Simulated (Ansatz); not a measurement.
**C₂H₆BFSi: up Jacob's ladder to CCSD(T), part 1 of 2**

How much do the methods differ for C₂H₆BFSi? The plan is to run it at one geometry with functionals of several rungs and with coupled cluster, and see how far each lands from CCSD(T) at the basis-set limit for the atomisation energy.

The runs use Ansatz 0.2.0, Gaussian basis; functionals in def2-TZVPP, the program's frozen cores in correlated methods.

Levels to be run: LDA (SPW92), PBE-D4, revPBE-D4, BLYP-D4, r2SCAN-D4, B97M-V, PBE0-D4, B3LYP-D4, r2SCANh-D4, r2SCAN0-D4, HSE06-D4, BHLYP-D4, CAM-B3LYP-D4, LC-ωPBE, ωB97X-V, ωB97M-V, B2PLYP, PBE-QIDH; CCSD(T)/def2-SVP; CCSD(T)/def2-TZVPP; MP2/def2-QZVPP; extrapolation to the limit; RPA on PBE.

### 1 The relaxed structure

An earlier PBE0-D4 in a triple-zeta def2 set relaxation fixed the geometry.

SMILES `C=C[SiH2]BF`, 11 atoms, charge 0, spin multiplicity 1.

Atoms are counted from 1 here; the program's logs count them from 0.

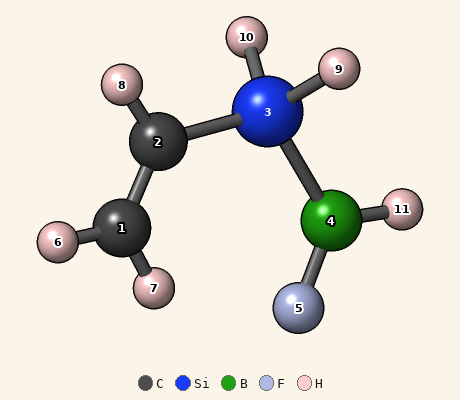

The geometry (carbon dark grey, silicon blue, boron green, fluorine light blue, hydrogen pink); atoms are numbered from 1 in the order of the file.

As a file:

```xyz
11
C2H6BFSi
C    -0.5780    1.6781   -0.5545
C    -0.7670    0.4364   -0.9943
Si   -0.0261   -1.0812   -0.2076
B     1.1247   -0.7580    1.4390
F     1.3494    0.4538    1.9228
H    -1.0310    2.5347   -1.0465
H     0.0351    1.8968    0.3140
H    -1.3970    0.2988   -1.8727
H     0.8149   -1.8167   -1.1999
H    -1.1065   -2.0358    0.1848
H     1.6470   -1.6641    2.0356
```

### 2 LDA

This LDA is Slater exchange with PW92 correlation.

The input, in.yaml:

```yaml
crystal:
  periodic: [false, false, false]
  atoms:
    - {symbol: C, position_ang: [-0.578040, 1.678133, -0.554521]}
    - {symbol: C, position_ang: [-0.767035, 0.436364, -0.994268]}
    - {symbol: Si, position_ang: [-0.026099, -1.081156, -0.207634]}
    - {symbol: B, position_ang: [1.124704, -0.757959, 1.438960]}
    - {symbol: F, position_ang: [1.349432, 0.453805, 1.922811]}
    - {symbol: H, position_ang: [-1.031035, 2.534718, -1.046508]}
    - {symbol: H, position_ang: [0.035138, 1.896754, 0.314026]}
    - {symbol: H, position_ang: [-1.397013, 0.298837, -1.872654]}
    - {symbol: H, position_ang: [0.814946, -1.816697, -1.199895]}
    - {symbol: H, position_ang: [-1.106486, -2.035775, 0.184758]}
    - {symbol: H, position_ang: [1.646989, -1.664123, 2.035624]}
basis:
  gaussian: {orbitals: def2-TZVPP}
hamiltonian: {xc: lda}
output: {orbitals: {seedname: orbitals}}
```

Run with:

```sh
> ansatz run in.yaml --threads 4 --pin off --events-out ev --progress --plain --max-ram 10444MiB
```

The log of the run (excerpt; [...] marks lines left out):

```text
Functional definition: SPW92
  name "SPW92"
  cite "Dirac, Proc. Camb. Phil. Soc. 26, 376 (1930) doi:10.1017/S0305004100016108"
  cite "Slater, Phys. Rev. 81, 385 (1951) doi:10.1103/PhysRev.81.385"
  cite "Perdew & Wang, Phys. Rev. B 45, 13244 (1992) doi:10.1103/PhysRevB.45.13244"
[...]
1327 factors; their error is unknown
[...]
mean field -13367.79653645 eV, -491.2574616967 hartree, gradient 8.0e-5 eV, S^2 0.000000; 0 other end points of the search recorded, 0 dependent functions left out
reference -13367.79657982 eV, -491.2574632903 hartree; 23, 23 occupied and 227, 227 virtual orbitals, 1327 factors
Total energy: -13367.79657982 eV, -491.2574632903 hartree
```

It took 1.2 s on 4 threads of Arm Neoverse V1, shared host; peak memory 0.3 GiB.

Atomisation energy: 4717.0 kJ/mol (free atoms -13318.909 eV, run apart). HOMO -6.74 eV, LUMO -2.90 eV.

### 3 PBE-D4 (GGA)

in.yaml, as its differences from that of step 2:

```diff
@@ -16,3 +16,3 @@
   gaussian: {orbitals: def2-TZVPP}
-hamiltonian: {xc: lda}
-output: {orbitals: {seedname: orbitals}}
+hamiltonian: {xc: pbe, dispersion: d4}
+output: {forces: true, orbitals: {seedname: orbitals}}
```

The command is unchanged.

The log of the run (excerpt; [...] marks lines left out):

```text
Functional definition: PBE
  name "PBE"
  cite "Perdew, Burke & Ernzerhof, Phys. Rev. Lett. 77, 3865 (1996) doi:10.1103/PhysRevLett.77.3865"
  parent pbe
[...]
1327 factors; their error is unknown
[...]
mean field -13434.23619216 eV, -493.6990740094 hartree, gradient 2.2e-5 eV, S^2 0.000000; 0 other end points of the search recorded, 0 dependent functions left out
[...]
Atom 7 at    -1.397013     0.298837    -1.872654 Å, force    -0.132906    -0.042949    -0.189548 eV/Å
Atom 8 at     0.814946    -1.816697    -1.199895 Å, force     0.080537    -0.094612    -0.103778 eV/Å
Atom 9 at    -1.106486    -2.035775     0.184758 Å, force    -0.108220    -0.116618     0.032362 eV/Å
Atom 10 at     1.646989    -1.664123     2.035624 Å, force     0.070794    -0.120595     0.081536 eV/Å
Dipole moment:    -0.056242     0.056449    -0.067942 e Å
```

Run time: 2.4 s. Hardware: 4 threads of Arm Neoverse V1, shared host; peak memory 0.31 GiB.

With the free atoms at this level, -13390.498 eV in sum, the atomisation energy is 4241.0 kJ/mol. HOMO -6.65 eV, LUMO -2.63 eV.

### 4 revPBE-D4 (GGA)

in.yaml, as its differences from that of step 3:

```diff
@@ -16,3 +16,3 @@
   gaussian: {orbitals: def2-TZVPP}
-hamiltonian: {xc: pbe, dispersion: d4}
-output: {forces: true, orbitals: {seedname: orbitals}}
+hamiltonian: {xc: {name: revPBE}, dispersion: d4}
+output: {orbitals: {seedname: orbitals}}
```

The command is unchanged.

The log of the run (excerpt; [...] marks lines left out):

```text
Functional definition: revPBE
  name "revPBE"
  cite "Zhang & Yang, Phys. Rev. Lett. 80, 890 (1998) doi:10.1103/PhysRevLett.80.890"
  cite "Perdew, Burke & Ernzerhof, Phys. Rev. Lett. 77, 3865 (1996) doi:10.1103/PhysRevLett.77.3865"
[...]
1327 factors; their error is unknown
[...]
mean field -13441.73658820 eV, -493.9747084800 hartree, gradient 2.9e-5 eV, S^2 0.000000; 0 other end points of the search recorded, 0 dependent functions left out
reference -13441.73664710 eV, -493.9747106444 hartree; 23, 23 occupied and 227, 227 virtual orbitals, 1327 factors
Total energy: -13442.38631743 eV, -493.9985855888 hartree
```

It took 2 s on 4 threads of Arm Neoverse V1, shared host; peak memory 0.31 GiB.

Atomisation energy: 4147.1 kJ/mol (free atoms -13399.405 eV, run apart). HOMO -6.61 eV, LUMO -2.52 eV.

### 5 BLYP-D4 (GGA)

in.yaml, as its differences from that of step 4:

```diff
@@ -16,3 +16,3 @@
   gaussian: {orbitals: def2-TZVPP}
-hamiltonian: {xc: {name: revPBE}, dispersion: d4}
+hamiltonian: {xc: {name: BLYP}, dispersion: d4}
 output: {orbitals: {seedname: orbitals}}
```

Same command.

The log of the run (excerpt; [...] marks lines left out):

```text
Functional definition: BLYP
  name "BLYP"
  cite "Becke, Phys. Rev. A 38, 3098 (1988) doi:10.1103/PhysRevA.38.3098"
  cite "Lee, Yang & Parr, Phys. Rev. B 37, 785 (1988) doi:10.1103/PhysRevB.37.785"
[...]
1327 factors; their error is unknown
[...]
mean field -13443.46688204 eV, -494.0382956058 hartree, gradient 2.9e-5 eV, S^2 0.000000; 0 other end points of the search recorded, 0 dependent functions left out
reference -13443.46727443 eV, -494.0383100258 hartree; 23, 23 occupied and 227, 227 virtual orbitals, 1327 factors
Total energy: -13443.94080446 eV, -494.0557119334 hartree
```

Run time: 2.2 s. Hardware: 4 threads of Arm Neoverse V1, shared host; peak memory 0.31 GiB.

Atomisation energy: 4168.0 kJ/mol (free atoms -13400.742 eV, run apart). HOMO -6.57 eV, LUMO -2.47 eV.

### 6 r2SCAN-D4 (meta-GGA)

in.yaml, as its differences from that of step 5:

```diff
@@ -16,3 +16,3 @@
   gaussian: {orbitals: def2-TZVPP}
-hamiltonian: {xc: {name: BLYP}, dispersion: d4}
-output: {orbitals: {seedname: orbitals}}
+hamiltonian: {xc: r2scan, dispersion: d4}
+output: {forces: true, orbitals: {seedname: orbitals}}
```

Launched as before.

The log of the run (excerpt; [...] marks lines left out):

```text
Functional definition: r2SCAN
  name "r2SCAN"
  cite "Furness, Kaplan, Ning, Perdew & Sun, J. Phys. Chem. Lett. 11, 8208 (2020) doi:10.1021/acs.jpclett.0c02405"
  cite "Furness, Kaplan, Ning, Perdew & Sun, J. Phys. Chem. Lett. 11, 9248 (2020) doi:10.1021/acs.jpclett.0c03077"
  parent r2scan
[...]
1327 factors; their error is unknown
[...]
Atom 7 at    -1.397013     0.298837    -1.872654 Å, force    -0.007550     0.008075    -0.011482 eV/Å
Atom 8 at     0.814946    -1.816697    -1.199895 Å, force    -0.017172    -0.006233     0.009974 eV/Å
Atom 9 at    -1.106486    -2.035775     0.184758 Å, force     0.015428    -0.002858    -0.013455 eV/Å
Atom 10 at     1.646989    -1.664123     2.035624 Å, force     0.001804     0.008651     0.003989 eV/Å
Dipole moment:    -0.058142     0.051071    -0.071286 e Å
```

Run time: 4.3 s. Hardware: 4 threads of Arm Neoverse V1, shared host; peak memory 0.33 GiB.

Atomisation energy: 4189.6 kJ/mol (free atoms -13398.099 eV, run apart). HOMO -6.93 eV, LUMO -2.33 eV.

### 7 B97M-V (meta-GGA)

in.yaml, as its differences from that of step 6:

```diff
@@ -16,3 +16,3 @@
   gaussian: {orbitals: def2-TZVPP}
-hamiltonian: {xc: r2scan, dispersion: d4}
-output: {forces: true, orbitals: {seedname: orbitals}}
+hamiltonian: {xc: {name: B97M-V}}
+output: {orbitals: {seedname: orbitals}}
```

The command is unchanged.

The log of the run (excerpt; [...] marks lines left out):

```text
Functional definition: B97M-V
  name "B97M-V"
  cite "Mardirossian & Head-Gordon, J. Chem. Phys. 142, 074111 (2015) doi:10.1063/1.4907719"
  cite "Becke, J. Chem. Phys. 107, 8554 (1997) doi:10.1063/1.475007"
  cite "Vydrov & Van Voorhis, J. Chem. Phys. 133, 244103 (2010) doi:10.1063/1.3521275"
  # Of w^i u^j: cxij and so on, Table III.
[...]
  gx(w, u) = cx00 + cx01*u + cx02*u^2 + (cx10 + cx11*u)*w
[...]
  gos(w, u) = cos00 + cos01*u + cos03*u^3 + cos10*w + cos32*w^3*u^2
[...]
      + integral(e_c_pw_mod_opposite_spin*gos(b97_w_opposite, b97_u_opposite)) + vv10(b, c)
1327 factors; their error is unknown
[...]
mean field -13442.58636653 eV, -494.0059372578 hartree, gradient 3.9e-5 eV, S^2 0.000000; 0 other end points of the search recorded, 0 dependent functions left out
reference -13442.58643567 eV, -494.0059397985 hartree; 23, 23 occupied and 227, 227 virtual orbitals, 1327 factors
Total energy: -13442.58643567 eV, -494.0059397985 hartree
```

It took 9 s on 4 threads of Arm Neoverse V1, shared host; peak memory 0.39 GiB.

Atomisation energy: 4189.7 kJ/mol (free atoms -13399.163 eV, run apart). HOMO -7.02 eV, LUMO -2.47 eV.

### 8 PBE0-D4 (hybrid)

in.yaml, as its differences from that of step 7:

```diff
@@ -16,3 +16,3 @@
   gaussian: {orbitals: def2-TZVPP}
-hamiltonian: {xc: {name: B97M-V}}
+hamiltonian: {xc: pbe0, dispersion: d4}
 output: {orbitals: {seedname: orbitals}}
```

Same command.

The log of the run (excerpt; [...] marks lines left out):

```text
Functional definition: PBE0
  name "PBE0"
  cite "Adamo & Barone, J. Chem. Phys. 110, 6158 (1999) doi:10.1063/1.478522"
  cite "Perdew, Burke & Ernzerhof, Phys. Rev. Lett. 77, 3865 (1996) doi:10.1103/PhysRevLett.77.3865"
  parent pbe
[...]
1330 factors; their error is unknown
[...]
mean field -13435.53059332 eV, -493.7466423747 hartree, gradient 4.6e-5 eV, S^2 0.000000; 0 other end points of the search recorded, 0 dependent functions left out
reference -13435.53062778 eV, -493.7466436410 hartree; 23, 23 occupied and 227, 227 virtual orbitals, 1330 factors
Total energy: -13435.71415580 eV, -493.7533881713 hartree
```

Wall time 2.6 s (4 threads of Arm Neoverse V1, shared host); peak memory 0.56 GiB.

With the free atoms at this level, -13392.380 eV in sum, the atomisation energy is 4181.1 kJ/mol. HOMO -7.97 eV, LUMO -1.64 eV.

### 9 B3LYP-D4 (hybrid)

B3LYP here takes the VWN-RPA correlation.

in.yaml, as its differences from that of step 8:

```diff
@@ -16,3 +16,3 @@
   gaussian: {orbitals: def2-TZVPP}
-hamiltonian: {xc: pbe0, dispersion: d4}
-output: {orbitals: {seedname: orbitals}}
+hamiltonian: {xc: {name: B3LYP}, dispersion: d4}
+output: {forces: true, orbitals: {seedname: orbitals}}
```

Launched as before.

The log of the run (excerpt; [...] marks lines left out):

```text
Functional definition: B3LYP
  name "B3LYP"
  cite "Stephens, Devlin, Chabalowski & Frisch, J. Phys. Chem. 98, 11623 (1994) doi:10.1021/j100096a001"
  cite "Becke, Phys. Rev. A 38, 3098 (1988) doi:10.1103/PhysRevA.38.3098"
  cite "Lee, Yang & Parr, Phys. Rev. B 37, 785 (1988) doi:10.1103/PhysRevB.37.785"
  cite "Vosko, Wilk & Nusair, Can. J. Phys. 58, 1200 (1980) doi:10.1139/p80-159"
[...]
1330 factors; their error is unknown
[...]
Atom 7 at    -1.397013     0.298837    -1.872654 Å, force     0.037956     0.009737     0.050637 eV/Å
Atom 8 at     0.814946    -1.816697    -1.199895 Å, force    -0.051663     0.042235     0.051601 eV/Å
Atom 9 at    -1.106486    -2.035775     0.184758 Å, force     0.057715     0.054396    -0.027042 eV/Å
Atom 10 at     1.646989    -1.664123     2.035624 Å, force    -0.044523     0.088416    -0.049002 eV/Å
Dipole moment:    -0.057722     0.038343    -0.072392 e Å
```

It took 4.3 s on 4 threads of Arm Neoverse V1, shared host; peak memory 0.66 GiB.

With the free atoms at this level, -13403.187 eV in sum, the atomisation energy is 4181.3 kJ/mol. HOMO -7.77 eV, LUMO -1.85 eV.

### 10 r2SCANh-D4 (hybrid)

in.yaml, as its differences from that of step 9:

```diff
@@ -16,3 +16,3 @@
   gaussian: {orbitals: def2-TZVPP}
-hamiltonian: {xc: {name: B3LYP}, dispersion: d4}
-output: {forces: true, orbitals: {seedname: orbitals}}
+hamiltonian: {xc: {name: r2SCANh}, dispersion: d4}
+output: {orbitals: {seedname: orbitals}}
```

The command is unchanged.

The log of the run (excerpt; [...] marks lines left out):

```text
Functional definition: r2SCANh
  name "r2SCANh"
  cite "Bursch, Neugebauer, Ehlert & Grimme, J. Chem. Phys. 156, 134105 (2022) doi:10.1063/5.0086040"
  cite "Furness, Kaplan, Ning, Perdew & Sun, J. Phys. Chem. Lett. 11, 8208 (2020) doi:10.1021/acs.jpclett.0c02405"
  cite "Furness, Kaplan, Ning, Perdew & Sun, J. Phys. Chem. Lett. 11, 9248 (2020) doi:10.1021/acs.jpclett.0c03077"
  parent r2scan
[...]
1327 factors; their error is unknown
[...]
mean field -13441.17873568 eV, -493.9542077780 hartree, gradient 7.4e-5 eV, S^2 0.000000; 0 other end points of the search recorded, 0 dependent functions left out
reference -13441.17874842 eV, -493.9542082463 hartree; 23, 23 occupied and 227, 227 virtual orbitals, 1327 factors
Total energy: -13441.23623879 eV, -493.9563209784 hartree
```

Run time: 4.4 s. Hardware: 4 threads of Arm Neoverse V1, shared host; peak memory 0.59 GiB.

With the free atoms at this level, -13398.050 eV in sum, the atomisation energy is 4166.9 kJ/mol. HOMO -7.42 eV, LUMO -1.98 eV.

### 11 r2SCAN0-D4 (hybrid)

in.yaml, as its differences from that of step 10:

```diff
@@ -16,3 +16,3 @@
   gaussian: {orbitals: def2-TZVPP}
-hamiltonian: {xc: {name: r2SCANh}, dispersion: d4}
+hamiltonian: {xc: {name: r2SCAN0}, dispersion: d4}
 output: {orbitals: {seedname: orbitals}}
```

The command is unchanged.

The log of the run (excerpt; [...] marks lines left out):

```text
Functional definition: r2SCAN0
  name "r2SCAN0"
  cite "Bursch, Neugebauer, Ehlert & Grimme, J. Chem. Phys. 156, 134105 (2022) doi:10.1063/5.0086040"
  cite "Furness, Kaplan, Ning, Perdew & Sun, J. Phys. Chem. Lett. 11, 8208 (2020) doi:10.1021/acs.jpclett.0c02405"
  cite "Furness, Kaplan, Ning, Perdew & Sun, J. Phys. Chem. Lett. 11, 9248 (2020) doi:10.1021/acs.jpclett.0c03077"
  parent r2scan
[...]
1330 factors; their error is unknown
[...]
mean field -13440.77806319 eV, -493.9394833358 hartree, gradient 1.4e-5 eV, S^2 0.000000; 0 other end points of the search recorded, 0 dependent functions left out
reference -13440.77807416 eV, -493.9394837389 hartree; 23, 23 occupied and 227, 227 virtual orbitals, 1330 factors
Total energy: -13440.84157070 eV, -493.9418171934 hartree
```

It took 4.3 s on 4 threads of Arm Neoverse V1, shared host; peak memory 0.59 GiB.

Atomisation energy: 4134.8 kJ/mol (free atoms -13397.988 eV, run apart). HOMO -8.15 eV, LUMO -1.46 eV.

### 12 HSE06-D4 (hybrid)

HSE06 is the plane-wave form, built on full-range PBE exchange.

in.yaml, as its differences from that of step 11:

```diff
@@ -16,3 +16,3 @@
   gaussian: {orbitals: def2-TZVPP}
-hamiltonian: {xc: {name: r2SCAN0}, dispersion: d4}
+hamiltonian: {xc: hse06, dispersion: d4}
 output: {orbitals: {seedname: orbitals}}
```

The command is unchanged.

The log of the run (excerpt; [...] marks lines left out):

```text
Functional definition: HSE06
  name "HSE06"
  cite "Heyd, Scuseria & Ernzerhof, J. Chem. Phys. 118, 8207 (2003) doi:10.1063/1.1564060"
  cite "Krukau, Vydrov, Izmaylov & Scuseria, J. Chem. Phys. 125, 224106 (2006) doi:10.1063/1.2404663"
  cite "Heyd & Scuseria, J. Chem. Phys. 120, 7274 (2004) doi:10.1063/1.1668634"
  cite "Ernzerhof & Perdew, J. Chem. Phys. 109, 3313 (1998) doi:10.1063/1.476928"
[...]
1330 factors; their error is unknown
122 factors; integrals over basis functions are off by at most 4.9e-7 eV
[...]
mean field -13435.05501575 eV, -493.7291652213 hartree, gradient 2.6e-5 eV, S^2 0.000000; 0 other end points of the search recorded, 0 dependent functions left out
reference -13435.05506168 eV, -493.7291669092 hartree; 23, 23 occupied and 227, 227 virtual orbitals, 1330 factors
Total energy: -13435.22626128 eV, -493.7354583786 hartree
```

Run time: 2.9 s. Hardware: 4 threads of Arm Neoverse V1, shared host; peak memory 0.6 GiB.

With the free atoms at this level, -13391.864 eV in sum, the atomisation energy is 4183.8 kJ/mol. HOMO -7.57 eV, LUMO -2.02 eV.

### 13 BHLYP-D4 (hybrid)

in.yaml, as its differences from that of step 12:

```diff
@@ -16,3 +16,3 @@
   gaussian: {orbitals: def2-TZVPP}
-hamiltonian: {xc: hse06, dispersion: d4}
+hamiltonian: {xc: {name: BHLYP}, dispersion: d4}
 output: {orbitals: {seedname: orbitals}}
```

The command is unchanged.

The log of the run (excerpt; [...] marks lines left out):

```text
Functional definition: BHLYP
  name "BHLYP"
  cite "Becke, J. Chem. Phys. 98, 1372 (1993) doi:10.1063/1.464304"
  cite "Becke, Phys. Rev. A 38, 3098 (1988) doi:10.1103/PhysRevA.38.3098"
  cite "Lee, Yang & Parr, Phys. Rev. B 37, 785 (1988) doi:10.1103/PhysRevB.37.785"
[...]
1490 factors; their error is unknown
[...]
mean field -13442.64743683 eV, -494.0081815499 hartree, gradient 4.5e-5 eV, S^2 0.000000; 0 other end points of the search recorded, 0 dependent functions left out
reference -13442.64763038 eV, -494.0081886627 hartree; 23, 23 occupied and 227, 227 virtual orbitals, 1490 factors
Total energy: -13442.91386647 eV, -494.0179726585 hartree
```

Run time: 2.8 s. Hardware: 4 threads of Arm Neoverse V1, shared host; peak memory 0.59 GiB.

Atomisation energy: 4084.7 kJ/mol (free atoms -13400.579 eV, run apart). HOMO -8.94 eV, LUMO -0.58 eV.

### 14 CAM-B3LYP-D4 (range-separated)

in.yaml, as its differences from that of step 13:

```diff
@@ -16,3 +16,3 @@
   gaussian: {orbitals: def2-TZVPP}
-hamiltonian: {xc: {name: BHLYP}, dispersion: d4}
+hamiltonian: {xc: {name: CAM-B3LYP}, dispersion: d4}
 output: {orbitals: {seedname: orbitals}}
```

Launched as before.

The log of the run (excerpt; [...] marks lines left out):

```text
Functional definition: CAM-B3LYP
  name "CAM-B3LYP"
  cite "Yanai, Tew & Handy, Chem. Phys. Lett. 393, 51 (2004) doi:10.1016/j.cplett.2004.06.011"
  cite "Iikura, Tsuneda, Yanai & Hirao, J. Chem. Phys. 115, 3540 (2001) doi:10.1063/1.1383587"
  cite "Becke, Phys. Rev. A 38, 3098 (1988) doi:10.1103/PhysRevA.38.3098"
  cite "Lee, Yang & Parr, Phys. Rev. B 37, 785 (1988) doi:10.1103/PhysRevB.37.785"
[...]
  # Exact exchange under (alpha + beta erf(omega r))/r, Becke's under what is left of 1/r.
[...]
1330 factors; their error is unknown
345 factors; integrals over basis functions are off by at most 1.4e-5 eV
[...]
mean field -13443.06210351 eV, -494.0234202692 hartree, gradient 4.1e-5 eV, S^2 0.000000; 0 other end points of the search recorded, 0 dependent functions left out
reference -13443.06224398 eV, -494.0234254312 hartree; 23, 23 occupied and 227, 227 virtual orbitals, 1330 factors
Total energy: -13443.24877458 eV, -494.0302803047 hartree
```

Run time: 3.1 s. Hardware: 4 threads of Arm Neoverse V1, shared host; peak memory 0.65 GiB.

With the free atoms at this level, -13399.739 eV in sum, the atomisation energy is 4198.1 kJ/mol. HOMO -9.32 eV, LUMO -0.50 eV.

### 15 LC-ωPBE (range-separated)

in.yaml, as its differences from that of step 14:

```diff
@@ -16,3 +16,3 @@
   gaussian: {orbitals: def2-TZVPP}
-hamiltonian: {xc: {name: CAM-B3LYP}, dispersion: d4}
+hamiltonian: {xc: {name: LC-wPBE}}
 output: {orbitals: {seedname: orbitals}}
```

Launched as before.

The log of the run (excerpt; [...] marks lines left out):

```text
Functional definition: LC-wPBE
  name "LC-wPBE"
  cite "Vydrov & Scuseria, J. Chem. Phys. 125, 234109 (2006) doi:10.1063/1.2409292"
  cite "Heyd & Scuseria, J. Chem. Phys. 120, 7274 (2004) doi:10.1063/1.1668634"
  cite "Ernzerhof & Perdew, J. Chem. Phys. 109, 3313 (1998) doi:10.1063/1.476928"
  cite "Perdew, Burke & Ernzerhof, Phys. Rev. Lett. 77, 3865 (1996) doi:10.1103/PhysRevLett.77.3865"
  parent pbe
[...]
1327 factors; their error is unknown
444 factors; integrals over basis functions are off by at most 2.9e-5 eV
[...]
mean field -13439.08651152 eV, -493.8773199585 hartree, gradient 2.4e-5 eV, S^2 0.000000; 0 other end points of the search recorded, 0 dependent functions left out
reference -13439.08651153 eV, -493.8773199588 hartree; 23, 23 occupied and 227, 227 virtual orbitals, 1327 factors
Total energy: -13439.08651153 eV, -493.8773199588 hartree
```

Wall time 2.4 s (4 threads of Arm Neoverse V1, shared host); peak memory 0.44 GiB.

With the free atoms at this level, -13395.964 eV in sum, the atomisation energy is 4160.7 kJ/mol. HOMO -10.68 eV, LUMO 0.72 eV.

### 16 ωB97X-V (range-separated)

in.yaml, as its differences from that of step 15:

```diff
@@ -16,3 +16,3 @@
   gaussian: {orbitals: def2-TZVPP}
-hamiltonian: {xc: {name: LC-wPBE}}
+hamiltonian: {xc: {name: wB97X-V}}
 output: {orbitals: {seedname: orbitals}}
```

The command is unchanged.

The log of the run (excerpt; [...] marks lines left out):

```text
Functional definition: wB97X-V
  name "wB97X-V"
  cite "Mardirossian & Head-Gordon, Phys. Chem. Chem. Phys. 16, 9904 (2014) doi:10.1039/C3CP54374A"
  cite "Becke, J. Chem. Phys. 107, 8554 (1997) doi:10.1063/1.475007"
  cite "Vydrov & Van Voorhis, J. Chem. Phys. 133, 244103 (2010) doi:10.1063/1.3521275"
[...]
      + integral(e_c_pw_opposite_spin*poly(b97_u_opposite, cos0, cos1)) + vv10(b, c)
1330 factors; their error is unknown
329 factors; integrals over basis functions are off by at most 1.1e-5 eV
[...]
mean field -13442.29023787 eV, -493.9950547302 hartree, gradient 1.5e-5 eV, S^2 0.000000; 0 other end points of the search recorded, 0 dependent functions left out
reference -13442.29023556 eV, -493.9950546454 hartree; 23, 23 occupied and 227, 227 virtual orbitals, 1330 factors
Total energy: -13442.29023556 eV, -493.9950546454 hartree
```

Run time: 7 s. Hardware: 4 threads of Arm Neoverse V1, shared host; peak memory 0.71 GiB.

Atomisation energy: 4183.8 kJ/mol (free atoms -13398.928 eV, run apart). HOMO -10.34 eV, LUMO 0.61 eV.

(Continued in part 2 of 2.)
